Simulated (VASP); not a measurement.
Band structure of HfC (rock salt). Level of theory: r2SCAN meta-GGA, VASP's PBE PAW potentials (set 64) (plane waves; VASP).

Unless said otherwise, spin-orbit coupling is left out, though it shifts the bands of the heavy elements here.

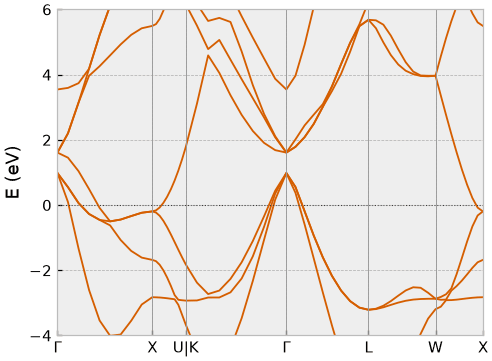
Figure: Bands along high-symmetry lines, zero at the valence-band maximum or, without a gap, the Fermi level

### Question
Read the plot: is there a gap, and where are the band edges?

### Answer
It has no gap at this level: it comes out as a metal or semimetal.

The compound is HfC in the rock salt structure. It was relaxed first.
